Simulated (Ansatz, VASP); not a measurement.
# Cross-check of TePd between VASP and Ansatz

Aim: how closely do two programs agree when they are given the same cell, functional and k mesh? The cell comes out of earlier VASP steps on this material, which relaxed, scaled or displaced it; both programs get it as it stands.

Method: plane waves, with VASP 6.6.1 beside it; zone-centre phonons at PBEsol, in Ansatz 0.2.0.

### 1. The starting structure

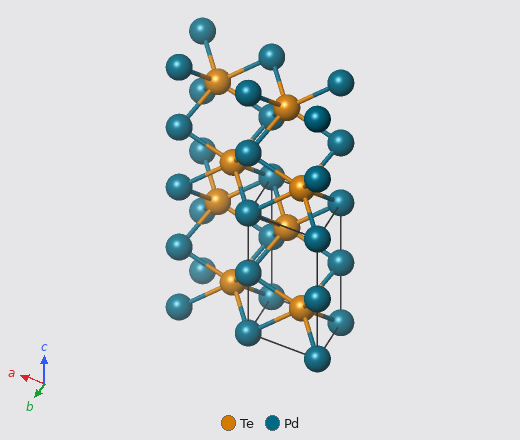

The cell as given, from a free direction (tellurium orange, palladium blue). 2×1×2 cells are drawn. Bonds to atoms that aren't drawn are left out. Some periodic images of atoms are drawn too.

Structure file:

```xyz
4
Lattice="4.1568 0.0000 0.0000 -2.0784 3.5999 0.0000 0.0000 0.0000 5.6149" Properties=species:S:1:pos:R:3 pbc="T T T"
Te    0.0000    2.4000    1.4037
Te    2.0784    1.2000    4.2112
Pd    0.0000    0.0000    0.0000
Pd    0.0000    0.0000    2.8074
```

### 2. VASP: zone-centre phonons, PBEsol

Second derivatives magnify differences that forces hide, and they need a tight electronic threshold.

Lines of VASP's logs that name or quote its potential files are left out, and so is its time.

File INCAR:

```
SYSTEM = TePd
PREC = Accurate
ENCUT = 400
EDIFF = 1E-08
NELM = 100
ISMEAR = 1
SIGMA = 0.2
LREAL = .FALSE.
ALGO = Normal
GGA = PS
NBANDS = 22
LASPH = .TRUE.
LORBIT = 11
LWAVE = .FALSE.
LCHARG = .FALSE.
KPAR = 4
IBRION = 8
ISIF = 2
```

File POSCAR:

```
TePd
1.0
    4.1568387541      0.0000000000      0.0000000000
   -2.0784193771      3.5999279605      0.0000000000
    0.0000000000      0.0000000000      5.6148976823
Te Pd
2 2
Direct
    0.3333333333      0.6666666667      0.2500000000
    0.6666666667      0.3333333333      0.7500000000
    0.0000000000      0.0000000000      0.0000000000
    0.0000000000      0.0000000000      0.5000000000
```

File KPOINTS:

```
Automatic mesh
0
Gamma
11 11 7
0 0 0
```

The projector-augmented-wave data sets are Te and Pd (PBE family, release 64).

Command:

```sh
$ mpirun -np 4 vasp_std
```

Numbers of over 12 decimals in the logs are rounded to 6 here.

Log:

```text
[banner, memory and clock lines left out]
running    4 mpi-ranks, on    1 nodes
 distrk:  each k-point on    1 cores,    4 groups
 distr:  one band on    1 cores,    1 groups

 POSCAR found type information on POSCAR TePd
 POSCAR found :  2 types and       4 ions
|                                                                             |
|               ----> ADVICE to this user running VASP <----                  |
|                                                                             |
|     You enforced a specific xc type in the INCAR file but a different       |
|     [... a line on the potential file left out ...]
|     I HOPE YOU KNOW WHAT YOU ARE DOING!                                     |
|                                                                             |

 LDA part: xc-table for (Slater+PW92), standard interpolation
 POSCAR, INCAR and KPOINTS ok, starting setup
 FFT: planning ... GRIDC
 FFT: planning ... GRID_SOFT
 FFT: planning ... GRID
 WAVECAR not read
 entering main loop
       N       E                     dE             d eps       ncg     rms          rms(c)
DAV:   1     0.146552998285E+03    0.14655E+03   -0.11862E+04  2816   0.103E+03
DAV:   2    -0.146345974734E+02   -0.16119E+03   -0.15040E+03  3228   0.230E+02
DAV:   3    -0.207321883286E+02   -0.60976E+01   -0.59776E+01  3384   0.452E+01
DAV:   4    -0.208213846117E+02   -0.89196E-01   -0.89149E-01  3294   0.594E+00
DAV:   5    -0.208231947968E+02   -0.18102E-02   -0.18101E-02  3412   0.810E-01    0.162E+01
DAV:   6    -0.205921790992E+02    0.23102E+00   -0.71064E-01  3014   0.788E+00    0.951E+00
DAV:   7    -0.205462648098E+02    0.45914E-01   -0.27881E-01  3032   0.512E+00    0.261E+00
DAV:   8    -0.205097697981E+02    0.36495E-01   -0.14688E-01  2984   0.383E+00    0.107E+00
DAV:   9    -0.205100985848E+02   -0.32879E-03   -0.51730E-03  3320   0.415E-01    0.800E-01
DAV:  10    -0.205095986869E+02    0.49990E-03   -0.48867E-03  3026   0.565E-01    0.264E-01
DAV:  11    -0.205093166613E+02    0.28203E-03   -0.38345E-04  3272   0.207E-01    0.211E-01
DAV:  12    -0.205092850741E+02    0.31587E-04   -0.97934E-05  3116   0.632E-02    0.758E-02
DAV:  13    -0.205092768172E+02    0.82568E-05   -0.10010E-05  3326   0.246E-02    0.236E-02
DAV:  14    -0.205092741671E+02    0.26502E-05   -0.42994E-06  3146   0.186E-02    0.749E-03
DAV:  15    -0.205092738159E+02    0.35118E-06   -0.13621E-06  3248   0.913E-03    0.212E-03
DAV:  16    -0.205092738462E+02   -0.30373E-07   -0.60990E-08  3110   0.155E-03    0.418E-03
DAV:  17    -0.205092738523E+02   -0.60686E-08   -0.61360E-09  1648   0.742E-04
   1 F= -.20509274E+02 E0= -.20508642E+02  d E =-.189650E-02
 Linear response reoptimize wavefunctions to high precision
DAV:   1    -0.205092738562E+02   -0.39004E-08   -0.70978E-09  2910   0.529E-04
DAV:   2    -0.205092738562E+02    0.21373E-10   -0.30851E-10  1564   0.125E-04
 Linear response DOF=           4
 Linear response progress:
  Degree of freedom:   1/  4
       N       E                     dE             d eps       ncg     rms          rms(c)
RMM:   1    -0.442256853787E-01   -0.44226E-01    0.46960E-02 27570   0.989E-01
RMM:   2    -0.434047513864E-01    0.82093E-03   -0.15906E-03 16522   0.216E-01    0.955E-02
RMM:   3    -0.432603291688E-01    0.14442E-03   -0.85296E-05 17298   0.487E-02    0.635E-02
RMM:   4    -0.431519032937E-01    0.10843E-03   -0.34355E-05 17884   0.283E-02    0.140E-02
RMM:   5    -0.431521905284E-01   -0.28723E-06   -0.16231E-06 18043   0.630E-03    0.705E-03
RMM:   6    -0.431545925984E-01   -0.24021E-05   -0.39531E-07 18141   0.190E-03    0.275E-03
RMM:   7    -0.431554662042E-01   -0.87361E-06    0.77568E-09 18281   0.525E-04    0.102E-03
RMM:   8    -0.431554269940E-01    0.39210E-07    0.27763E-07 18468   0.159E-04    0.277E-04
RMM:   9    -0.431553346564E-01    0.92338E-07    0.22830E-08 18572   0.639E-05    0.835E-05
RMM:  10    -0.431553168539E-01    0.17803E-07    0.57889E-09 18449   0.334E-05    0.294E-05
RMM:  11    -0.431553387229E-01   -0.21869E-07   -0.11995E-08 18781   0.136E-05    0.688E-06
RMM:  12    -0.431553440870E-01   -0.53641E-08    0.98596E-09 17607   0.807E-06    0.118E-06
 first order change of Fermi-energy  -0.22461E-04
 force on displaced ion       1 direction 1 :  -4.526  -0.001   0.000
 Linear response progress:
  Degree of freedom:   2/  4
       N       E                     dE             d eps       ncg     rms          rms(c)
RMM:   1    -0.562127484900E-01   -0.56213E-01    0.47460E-02 10673   0.103E+00
RMM:   2    -0.543431632989E-01    0.18696E-02   -0.17371E-03  6389   0.234E-01    0.134E-01
RMM:   3    -0.543116528914E-01    0.31510E-04   -0.13276E-03  6522   0.198E-01    0.160E-01
RMM:   4    -0.540807104184E-01    0.23094E-03   -0.41199E-04  6400   0.111E-01    0.736E-02
RMM:   5    -0.539740621348E-01    0.10665E-03   -0.12675E-05  6857   0.185E-02    0.306E-03
RMM:   6    -0.539771931241E-01   -0.31310E-05   -0.53603E-07  6902   0.403E-03    0.241E-03
RMM:   7    -0.539784561963E-01   -0.12631E-05   -0.19435E-07  6925   0.159E-03    0.886E-04
RMM:   8    -0.539775773080E-01    0.87889E-06   -0.20939E-07  7025   0.497E-04    0.241E-04
RMM:   9    -0.539773812037E-01    0.19610E-06   -0.51434E-10  7004   0.167E-04    0.416E-05
RMM:  10    -0.539773444300E-01    0.36774E-07   -0.51292E-08  7125   0.590E-05    0.217E-05
RMM:  11    -0.539773421258E-01    0.23042E-08   -0.44988E-09  7064   0.324E-05    0.617E-06
 first order change of Fermi-energy   0.77676E-04
 force on displaced ion       1 direction 3 :   0.000  -0.000  -5.145
 Linear response progress:
  Degree of freedom:   3/  4
       N       E                     dE             d eps       ncg     rms          rms(c)
RMM:   1    -0.263338547811E+00   -0.26334E+00   -0.26875E-01 16928   0.315E+00
RMM:   2    -0.259542403564E+00    0.37961E-02   -0.53772E-03 15459   0.435E-01    0.107E-01
RMM:   3    -0.259855217186E+00   -0.31281E-03   -0.99198E-05 16352   0.684E-02    0.660E-02
RMM:   4    -0.260402979291E+00   -0.54776E-03   -0.13022E-04 16723   0.639E-02    0.108E-02
RMM:   5    -0.260345962468E+00    0.57017E-04   -0.20621E-06 17061   0.102E-02    0.650E-03
RMM:   6    -0.260274937625E+00    0.71025E-04   -0.26194E-06 16749   0.860E-03    0.114E-03
RMM:   7    -0.260283659025E+00   -0.87214E-05   -0.32002E-08 17063   0.249E-03    0.924E-04
RMM:   8    -0.260281508991E+00    0.21500E-05    0.19503E-07 17285   0.870E-04    0.765E-04
RMM:   9    -0.260272290505E+00    0.92185E-05   -0.97879E-09 16903   0.679E-04    0.802E-05
RMM:  10    -0.260271628565E+00    0.66194E-06    0.34414E-09 17848   0.208E-04    0.396E-05
RMM:  11    -0.260271497811E+00    0.13075E-06   -0.80406E-08 17329   0.630E-05    0.205E-05
RMM:  12    -0.260271606182E+00   -0.10837E-06   -0.76273E-09 17415   0.342E-05    0.572E-06
RMM:  13    -0.260271664711E+00   -0.58529E-07   -0.11355E-08 18153   0.176E-05    0.158E-06
RMM:  14    -0.260271674676E+00   -0.99648E-08   -0.17709E-09 15983   0.116E-05    0.660E-07
 first order change of Fermi-energy   0.80856E-04
 force on displaced ion       3 direction 1 :  -3.111   0.000   0.000
 Linear response progress:
  Degree of freedom:   4/  4
       N       E                     dE             d eps       ncg     rms          rms(c)
RMM:   1    -0.272794624117E+00   -0.27279E+00   -0.28076E-01  6857   0.318E+00
RMM:   2    -0.266634928612E+00    0.61597E-02   -0.50221E-03  6204   0.441E-01    0.104E-01
RMM:   3    -0.266907981711E+00   -0.27305E-03   -0.13302E-04  6494   0.746E-02    0.614E-02
RMM:   4    -0.267328140004E+00   -0.42016E-03   -0.12202E-04  6686   0.595E-02    0.948E-03
RMM:   5    -0.267322148314E+00    0.59917E-05   -0.19568E-06  6843   0.960E-03    0.558E-03
RMM:   6    -0.267301113714E+00    0.21035E-04   -0.10008E-06  6746   0.603E-03    0.310E-03
RMM:   7    -0.267296036175E+00    0.50775E-05   -0.13635E-07  6793   0.307E-03    0.672E-04
RMM:   8    -0.267295334477E+00    0.70170E-06    0.67827E-07  6967   0.766E-04    0.350E-04
RMM:   9    -0.267290032854E+00    0.53016E-05    0.80638E-08  6970   0.302E-04    0.574E-05
RMM:  10    -0.267289681127E+00    0.35173E-06    0.16790E-07  7087   0.955E-05    0.226E-05
RMM:  11    -0.267289529764E+00    0.15136E-06   -0.37808E-08  7075   0.380E-05    0.119E-05
RMM:  12    -0.267289488773E+00    0.40991E-07   -0.12699E-08  7064   0.204E-05    0.321E-06
RMM:  13    -0.267289510230E+00   -0.21457E-07   -0.33530E-09  7105   0.122E-05    0.199E-06
RMM:  14    -0.267289512510E+00   -0.22792E-08   -0.53549E-10  5606   0.992E-06    0.464E-07
 first order change of Fermi-energy  -0.85951E-04
 force on displaced ion       3 direction 3 :   0.000   0.000  -7.972
 Linear response finished
```

OUTCAR, selected parts (step 2):

```text
ion  position               nearest neighbor table
   1  0.333  0.667  0.250-   3 2.78   4 2.78   3 2.78   4 2.78   3 2.78   4 2.78
   2  0.667  0.333  0.750-   3 2.78   4 2.78   3 2.78   4 2.78   3 2.78   4 2.78
   3  0.000  0.000  0.000-   1 2.78   2 2.78   2 2.78   1 2.78   2 2.78   1 2.78   4 2.81   4 2.81

  LATTYP: Found a hexagonal cell.
 ALAT       =     4.1568387541
 C/A-ratio  =     1.3507614835

 Subroutine GETGRP returns: Found 24 space group operations
 (whereof 12 operations were pure point group operations)

The static configuration has the point symmetry D_3d.
 The point group associated with its full space group is D_6h.

 Found     64 irreducible k-points:

   k-points           NKPTS =     64   k-points in BZ     NKDIM =     64   number of bands    NBANDS=     22

   dimension x,y,z NGX =    28 NGY =   28 NGZ =   40
   dimension x,y,z NGXF=    56 NGYF=   56 NGZF=   80

   ENCUT  =  400.0 eV  29.40 Ry    5.42 a.u.   6.78  6.78  9.16*2*pi/ulx,y,z

   NELECT =      32.0000    total number of electrons

 k-points in reciprocal lattice and weights: Automatic mesh
   0.00000000  0.00000000  0.00000000       0.001
   0.09090909 -0.00000000  0.00000000       0.007
   0.18181818  0.00000000  0.00000000       0.007
   0.27272727 -0.00000000  0.00000000       0.007
   0.36363636  0.00000000  0.00000000       0.007
   0.45454545 -0.00000000  0.00000000       0.007
   0.09090909  0.09090909  0.00000000       0.007
   0.18181818  0.09090909  0.00000000       0.014
   0.27272727  0.09090909  0.00000000       0.014
[...]
0.27272727  0.27272727  0.42857143       0.014
   0.36363636  0.27272727  0.42857143       0.014

 average (electrostatic) potential at core
       1 -85.8327       2 -85.8327       3 -71.4947       4 -71.4947

  Total       -0.0395708     -0.0395708     -0.1010962      0.0000000     -0.0000000      0.0000000
  in kB       -0.7545470     -0.7545470     -1.9277324      0.0000000     -0.0000000      0.0000000
  external PRESSURE =      -1.1456088 kB  Pullay stress =       0.0000000 kB

  energy-cutoff  :      400.00
  volume of cell :       84.02
      direct lattice vectors                 reciprocal lattice vectors
     4.156838754  0.000000000  0.000000000     0.240567426  0.138891668  0.000000000
    -2.078419377  3.599927961  0.000000000     0.000000000  0.277783336  0.000000000
     0.000000000  0.000000000  5.614897682     0.000000000  0.000000000  0.178097635

 POSITION                                       TOTAL-FORCE (eV/Angst)
 -----------------------------------------------------------------------------------
     -0.00000      2.39995      1.40372        -0.000000     -0.000000      0.000000
      2.07842      1.19998      4.21117         0.000000      0.000000      0.000000
      0.00000      0.00000      0.00000        -0.000000      0.000000      0.000000
      0.00000      0.00000      2.80745        -0.000000      0.000000      0.000000
 -----------------------------------------------------------------------------------
    total drift:                                0.000000     -0.000000      0.000000

 Eigenvectors and eigenvalues of the dynamical matrix
 ----------------------------------------------------

   1 f  =    5.468966 THz    34.362524 2PiTHz  182.425054 cm-1    22.617814 meV
             X         Y         Z           dx          dy          dz
     -0.000000  2.399952  1.403724     0.000000    0.000000    0.000000
      2.078419  1.199976  4.211173     0.000000    0.000000    0.000000
      0.000000  0.000000  0.000000    -0.000000   -0.000000    0.707107
      0.000000  0.000000  2.807449    -0.000000   -0.000000   -0.707107

   2 f  =    4.014312 THz    25.222665 2PiTHz  133.903027 cm-1    16.601852 meV
             X         Y         Z           dx          dy          dz
     -0.000000  2.399952  1.403724    -0.288964    0.379125   -0.000000
      2.078419  1.199976  4.211173    -0.288964    0.379125    0.000000
      0.000000  0.000000  0.000000     0.316591   -0.415372    0.000000
      0.000000  0.000000  2.807449     0.316591   -0.415372    0.000000

   3 f  =    4.014312 THz    25.222665 2PiTHz  133.903027 cm-1    16.601852 meV
             X         Y         Z           dx          dy          dz
     -0.000000  2.399952  1.403724    -0.379125   -0.288964   -0.000000
      2.078419  1.199976  4.211173    -0.379125   -0.288964    0.000000
      0.000000  0.000000  0.000000     0.415372    0.316591   -0.000000
      0.000000  0.000000  2.807449     0.415372    0.316591   -0.000000

   4 f  =    3.754360 THz    23.589340 2PiTHz  125.231973 cm-1    15.526779 meV
             X         Y         Z           dx          dy          dz
     -0.000000  2.399952  1.403724     0.000000    0.000000   -0.707107
      2.078419  1.199976  4.211173     0.000000   -0.000000    0.707107
      0.000000  0.000000  0.000000    -0.000000   -0.000000   -0.000000
      0.000000  0.000000  2.807449    -0.000000    0.000000    0.000000

   5 f  =    3.510465 THz    22.056903 2PiTHz  117.096515 cm-1    14.518111 meV
             X         Y         Z           dx          dy          dz
     -0.000000  2.399952  1.403724    -0.000000   -0.000000   -0.477315
      2.078419  1.199976  4.211173    -0.000000   -0.000000   -0.477315
      0.000000  0.000000  0.000000     0.000000    0.000000    0.521699
      0.000000  0.000000  2.807449    -0.000000    0.000000    0.521699

   6 f  =    3.164364 THz    19.882286 2PiTHz  105.551827 cm-1    13.086753 meV
             X         Y         Z           dx          dy          dz
     -0.000000  2.399952  1.403724     0.428632   -0.562383   -0.000000
      2.078419  1.199976  4.211173    -0.428632    0.562383    0.000000
      0.000000  0.000000  0.000000     0.000000   -0.000000    0.000000
      0.000000  0.000000  2.807449     0.000000    0.000000   -0.000000

   7 f  =    3.164364 THz    19.882286 2PiTHz  105.551827 cm-1    13.086753 meV
             X         Y         Z           dx          dy          dz
     -0.000000  2.399952  1.403724    -0.562383   -0.428632   -0.000000
      2.078419  1.199976  4.211173     0.562383    0.428632    0.000000
      0.000000  0.000000  0.000000    -0.000000   -0.000000    0.000000
      0.000000  0.000000  2.807449    -0.000000   -0.000000   -0.000000

   8 f  =    2.344979 THz    14.733938 2PiTHz   78.220080 cm-1     9.698050 meV
             X         Y         Z           dx          dy          dz
     -0.000000  2.399952  1.403724     0.000000    0.000000   -0.000000
      2.078419  1.199976  4.211173     0.000000    0.000000   -0.000000
      0.000000  0.000000  0.000000     0.428624   -0.562389   -0.000000
      0.000000  0.000000  2.807449    -0.428624    0.562389   -0.000000

   9 f  =    2.344979 THz    14.733938 2PiTHz   78.220080 cm-1     9.698050 meV
             X         Y         Z           dx          dy          dz
     -0.000000  2.399952  1.403724    -0.000000    0.000000   -0.000000
      2.078419  1.199976  4.211173    -0.000000    0.000000   -0.000000
      0.000000  0.000000  0.000000    -0.562389   -0.428624   -0.000000
      0.000000  0.000000  2.807449     0.562389    0.428624   -0.000000

  10 f/i=    0.001109 THz     0.006967 2PiTHz    0.036984 cm-1     0.004585 meV
             X         Y         Z           dx          dy          dz
     -0.000000  2.399952  1.403724    -0.086742    0.515014   -0.000000
      2.078419  1.199976  4.211173    -0.086742    0.515014   -0.000000
      0.000000  0.000000  0.000000    -0.079172    0.470072   -0.000000
      0.000000  0.000000  2.807449    -0.079172    0.470072   -0.000000

  11 f/i=    0.001109 THz     0.006967 2PiTHz    0.036984 cm-1     0.004585 meV
             X         Y         Z           dx          dy          dz
     -0.000000  2.399952  1.403724    -0.515014   -0.086742    0.000000
      2.078419  1.199976  4.211173    -0.515014   -0.086742    0.000000
      0.000000  0.000000  0.000000    -0.470072   -0.079172    0.000000
      0.000000  0.000000  2.807449    -0.470072   -0.079172    0.000000

  12 f/i=    0.003214 THz     0.020197 2PiTHz    0.107220 cm-1     0.013294 meV
             X         Y         Z           dx          dy          dz
     -0.000000  2.399952  1.403724     0.000000   -0.000000   -0.521699
      2.078419  1.199976  4.211173     0.000000   -0.000000   -0.521699
      0.000000  0.000000  0.000000     0.000000   -0.000000   -0.477315
      0.000000  0.000000  2.807449     0.000000   -0.000000   -0.477315

 ELASTIC MODULI CONTR FROM IONIC RELAXATION (kBar)
 Direction    XX          YY          ZZ          XY          YZ          ZX
 --------------------------------------------------------------------------------
 XX         -30.6355     30.6355      0.0000      0.0000     -0.0000     -0.0000
 YY          30.6355    -30.6355     -0.0000      0.0000      0.0000      0.0000
 ZZ           0.0000     -0.0000     -0.0000      0.0000      0.0000      0.0000
 XY           0.0000      0.0000      0.0000    -30.6355      0.0000      0.0000
 YZ          -0.0000      0.0000      0.0000      0.0000     -0.0000     -0.0000
 ZX          -0.0000      0.0000      0.0000      0.0000     -0.0000     -0.0000
 --------------------------------------------------------------------------------
```

(Continued in part 2 of 2.)

[Lines on the potential files, build, host, timing and source positions are cut from VASP's logs without a mark.]

[Logs are printed without paths, hosts, clocks, repeated set-up lines and the standing remarks that a program may print on its own settings, such as how far it seeks lower states.]

[Hosts, paths, dates, database ids (printed as entryN), source tags and the programs' standing remarks are cut or masked in the printed files.]
